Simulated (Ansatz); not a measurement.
# Run report: TaHOF₄, geometry relaxation (part 1 of 2)

TaHOF₄, computed with RKS CAM-B3LYP-D4/def2-SVP (Ansatz 0.2.0).

It belongs to a series of runs on one base structure; here: start relaxed. Figures and captions count atoms from 1; the log counts them from 0 in places.

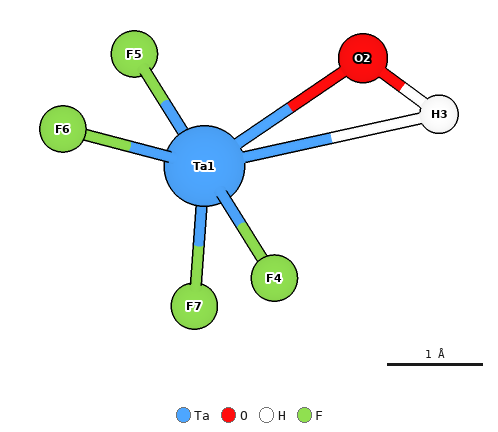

The structure as given in the input (ball-and-stick view, seen at a tilt; atoms are numbered from 1 in the order of the input). Sticks mark near contacts. Bond lengths as drawn: F–Ta 1.93 Å, H–O 1.01 Å, H–Ta 2.54 Å and O–Ta 2.02 Å.

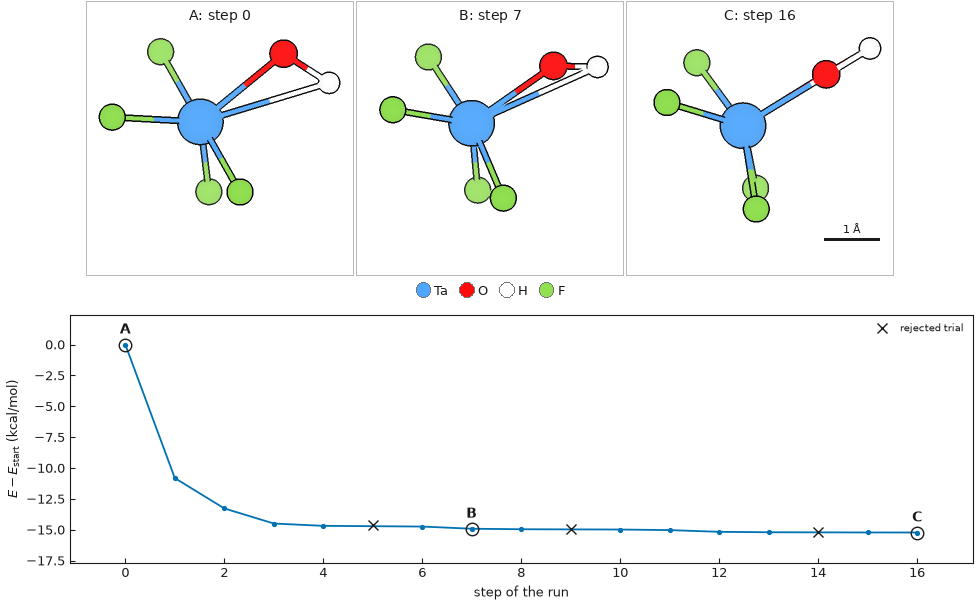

Frames of the relaxation (ball-and-stick view, seen at a tilt) above the curves, on which the letters mark them (the first geometry is step 0 here and step 1 in the log).

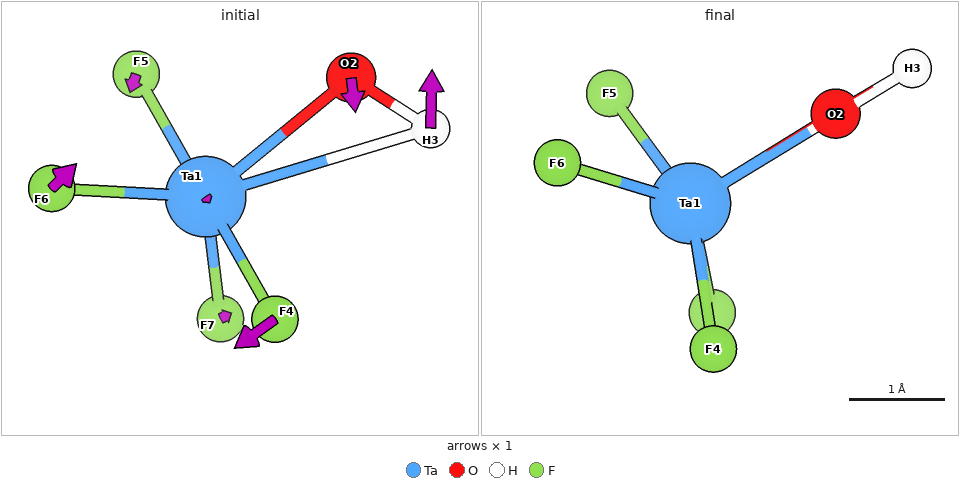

Before (left) and after (right) the relaxation, at one scale (ball-and-stick view, seen at a tilt). The pink arrows give the displacements, at true length. The energy falls by 15.2 kcal/mol in 16 geometry steps. The largest force component goes from 2.9 to 0.0058 eV/Å. The line search rejected the trial steps at points 5, 9, 14 (counted from 0) and went back. The atom that moves furthest after the best rigid fit is H3 (0.63 Å). Largest moves by element: H 0.63 Å, F 0.56 Å, O 0.38 Å, Ta 0.09 Å. Among the contacts that change: Ta1–H3 2.542 → 2.797 Å, Ta1–O2 2.020 → 1.838 Å, Ta1–F6 1.930 → 1.872 Å, O2–H3 1.010 → 0.959 Å. Among the angles that change: Ta1–O2–H3 109.5° → 178.6°, Ta1–H3–O2 48.5° → 0.9°, H3–Ta1–F4 71.9° → 100.6°. (Atoms are counted from 1 in the order of the input.)

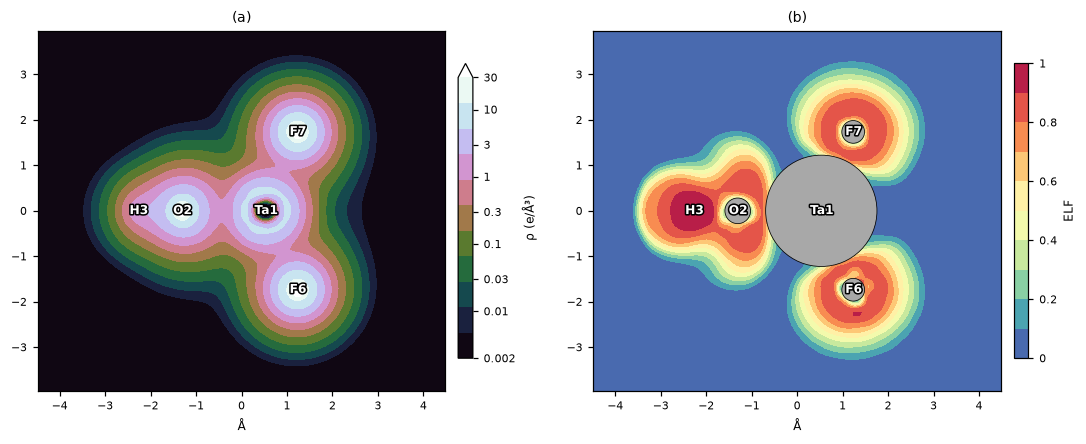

(a) electron density; (b) ELF on the plane of atoms F6, Ta1 and F7. Grey discs, where drawn, cover atomic cores. Ta–O (1.84 Å): ρ at the midpoint is about 1.1 e/Å³; the ELF peaks at about 0.80 in the valence shell of O, 0.5 Å from its nucleus, and drops to about 0.25 between the two atoms.

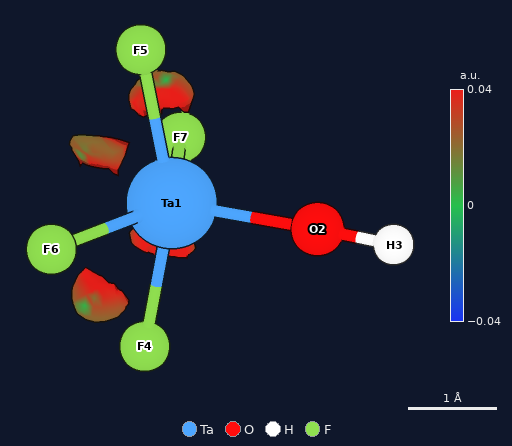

Non-covalent interaction (NCI) plot: the surface where the reduced density gradient is 0.6, for densities under 0.05 a.u., coloured by sign(λ₂)ρ; seen at a tilt.

The input that produced these results follows, with the program's output.

Input:
```yaml
crystal:
  periodic: [false, false, false]
  atoms:
    - { symbol: Ta, position_ang: [0.0, 0.0, 0.0] }
    - { symbol: O, position_ang: [2.02, 0.0, 0.0] }
    - { symbol: H, position_ang: [2.3571, -0.5308, 0.7903] }
    - { symbol: F, position_ang: [0.0, 0.0, 1.93] }
    - { symbol: F, position_ang: [0.0, 0.0, -1.93] }
    - { symbol: F, position_ang: [-0.965, 1.6714, 0.0] }
    - { symbol: F, position_ang: [-0.965, -1.6714, 0.0] }
basis:
  gaussian: { orbitals: def2-SVP }
hamiltonian:
  xc: cam_b3lyp
  dispersion: d4
relax:
  f_tol: 0.02
  max_steps: 40
output:
  orbitals: {}
```

Launch command:
```bash
ansatz run input.yaml --threads 2 --pin off --max-ram 3072MiB --backend cpu --events-out ev --progress --plain --runs-dir out
```

The program's output:
```
The last accepted step is kept in [file] (removed where the run ends without a failure and the disk answers)
Engine: ansatz 0.2.0, aarch64-unknown-linux-gnu
Functional definition: CAM-B3LYP
  parameter alpha = 0.19
  parameter beta = 0.46
  parameter omega = 0.33/bohr
  parameter ac = 0.81
  exchange = (1 - alpha - beta)*b88_x + beta*b88_x_sr(omega) + alpha*exact_x + beta*exact_x_lr(omega)
  correlation = (1 - ac)*vwn5_c + ac*lyp_c
1097 factors; integrals over basis functions are off by at most 3.0e-4 eV
272 factors; integrals over basis functions are off by at most 3.0e-6 eV
mean field evaluation 1: about -14462.8727 eV, gradient 8.6e1 eV
mean field evaluation 2: about -14403.6068 eV, gradient 2.1e2 eV
mean field evaluation 4: about -14476.2163 eV, gradient 1.0e1 eV
mean field evaluation 8: about -14476.4479 eV, gradient 3.8e-1 eV
mean field evaluation 16: about -14476.4483 eV, gradient 1.2e-4 eV
mean field -14476.44827702 eV, -531.9996616915 hartree, gradient 2.0e-5 eV, S^2 0.000000; 0 other end points of the search recorded, 0 dependent functions left out
the calculation of the forces begins
reference -14476.44842477 eV, -531.9996671211 hartree; 29, 29 occupied and 78, 78 virtual orbitals, 1097 factors
relax step   1: F+E_penalty+E_count = -14476.54550178 eV  Δ(F+E_penalty+E_count) = +0.000e0 eV  max|allowed force component| = 2.858e0 eV/Å  Δτ_max = 0.0000 Å  (31 SCF iters, accepted)
these checks for a lower state are left out or cut short: starts, cluster_reference, orbital_swaps, neighbouring_geometries, increment
1097 factors; integrals over basis functions are off by at most 2.8e-4 eV
272 factors; integrals over basis functions are off by at most 3.2e-6 eV
mean field -14476.91402042 eV, -532.0167774457 hartree, gradient 1.3e-5 eV, S^2 0.000000; 0 other end points of the search recorded, 0 dependent functions left out
[... from here on the field's lines of each further geometry are left out, up to the last ...]
relax step   2: F+E_penalty+E_count = -14477.01444368 eV  Δ(F+E_penalty+E_count) = -4.689e-1 eV  max|allowed force component| = 2.430e0 eV/Å  Δτ_max = 0.1901 Å  (37 SCF iters, accepted)
relax step   3: F+E_penalty+E_count = -14477.12100047 eV  Δ(F+E_penalty+E_count) = -1.066e-1 eV  max|allowed force component| = 1.518e0 eV/Å  Δτ_max = 0.0912 Å  (31 SCF iters, accepted)
relax step   4: F+E_penalty+E_count = -14477.17397048 eV  Δ(F+E_penalty+E_count) = -5.297e-2 eV  max|allowed force component| = 1.649e-1 eV/Å  Δτ_max = 0.1037 Å  (31 SCF iters, accepted)
relax step   5: F+E_penalty+E_count = -14477.18217720 eV  Δ(F+E_penalty+E_count) = -8.207e-3 eV  max|allowed force component| = 1.083e-1 eV/Å  Δτ_max = 0.0496 Å  (32 SCF iters, accepted)
relax step   6: F+E_penalty+E_count = -14477.17826029 eV  Δ(F+E_penalty+E_count) = +3.917e-3 eV  max|allowed force component| = 5.419e-1 eV/Å  Δτ_max = 0.0414 Å  (31 SCF iters, rejected (line search))
relax step   7: F+E_penalty+E_count = -14477.18465965 eV  Δ(F+E_penalty+E_count) = -2.482e-3 eV  max|allowed force component| = 8.357e-2 eV/Å  Δτ_max = 0.0207 Å  (34 SCF iters, accepted)
relax step   8: F+E_penalty+E_count = -14477.19234671 eV  Δ(F+E_penalty+E_count) = -7.687e-3 eV  max|allowed force component| = 6.177e-2 eV/Å  Δτ_max = 0.0924 Å  (32 SCF iters, accepted)
relax step   9: F+E_penalty+E_count = -14477.19411454 eV  Δ(F+E_penalty+E_count) = -1.768e-3 eV  max|allowed force component| = 1.023e-1 eV/Å  Δτ_max = 0.0323 Å  (32 SCF iters, accepted)
relax step  10: F+E_penalty+E_count = -14477.19392350 eV  Δ(F+E_penalty+E_count) = +1.910e-4 eV  max|allowed force component| = 3.894e-1 eV/Å  Δτ_max = 0.0412 Å  (31 SCF iters, rejected (line search))
relax step  11: F+E_penalty+E_count = -14477.19509833 eV  Δ(F+E_penalty+E_count) = -9.838e-4 eV  max|allowed force component| = 6.342e-2 eV/Å  Δτ_max = 0.0198 Å  (34 SCF iters, accepted)
relax step  12: F+E_penalty+E_count = -14477.19710741 eV  Δ(F+E_penalty+E_count) = -2.009e-3 eV  max|allowed force component| = 3.025e-1 eV/Å  Δτ_max = 0.0980 Å  (31 SCF iters, accepted)
relax step  13: F+E_penalty+E_count = -14477.20314797 eV  Δ(F+E_penalty+E_count) = -6.041e-3 eV  max|allowed force component| = 1.220e-1 eV/Å  Δτ_max = 0.1500 Å  (31 SCF iters, accepted)
relax step  14: F+E_penalty+E_count = -14477.20466944 eV  Δ(F+E_penalty+E_count) = -1.521e-3 eV  max|allowed force component| = 1.067e-1 eV/Å  Δτ_max = 0.0741 Å  (31 SCF iters, accepted)
relax step  15: F+E_penalty+E_count = -14477.20388859 eV  Δ(F+E_penalty+E_count) = +7.808e-4 eV  max|allowed force component| = 3.706e-1 eV/Å  Δτ_max = 0.0483 Å  (31 SCF iters, rejected (line search))
relax step  16: F+E_penalty+E_count = -14477.20539718 eV  Δ(F+E_penalty+E_count) = -7.277e-4 eV  max|allowed force component| = 2.690e-2 eV/Å  Δτ_max = 0.0237 Å  (32 SCF iters, accepted)
the calculation of the forces begins
reference -14477.10432264 eV, -532.0237709231 hartree; 29, 29 occupied and 78, 78 virtual orbitals, 1097 factors
relax step  17: F+E_penalty+E_count = -14477.20557523 eV  Δ(F+E_penalty+E_count) = -1.780e-4 eV  max|allowed force component| = 5.800e-3 eV/Å  Δτ_max = 0.0215 Å  (32 SCF iters, accepted)
1097 factors; integrals over basis functions are off by at most 3.2e-4 eV
272 factors; integrals over basis functions are off by at most 4.0e-6 eV
mean field -14477.10417646 eV, -532.0237655512 hartree, gradient 7.6e-6 eV, S^2 0.000000; 1 other end points of the search recorded, 0 dependent functions left out
the calculation of the forces begins
reference -14477.10432264 eV, -532.0237709231 hartree; 29, 29 occupied and 78, 78 virtual orbitals, 1097 factors
Total energy: -14477.20572140 eV, -532.0274972591 hartree
Atom 0 at    -0.005046    -0.051585     0.072687 Å, force    -0.001339    -0.000129    -0.000203 eV/Å
Atom 1 at     1.819325    -0.175416     0.260175 Å, force     0.005800    -0.000486     0.001909 eV/Å
Atom 2 at     2.768710    -0.240919     0.381945 Å, force    -0.002028     0.000243    -0.002220 eV/Å
Atom 3 at    -0.558775    -0.090689     1.873639 Å, force    -0.002232     0.000148    -0.000256 eV/Å
Atom 4 at    -0.173878     0.036630    -1.802119 Å, force    -0.000505    -0.000051     0.000806 eV/Å
Atom 5 at    -0.591661     1.726340     0.073462 Å, force     0.000116     0.000479     0.000015 eV/Å
Atom 6 at    -0.811574    -1.735161    -0.069489 Å, force     0.000186    -0.000204    -0.000050 eV/Å
Dipole moment:     0.809190    -0.055330     0.092428 e Å
```
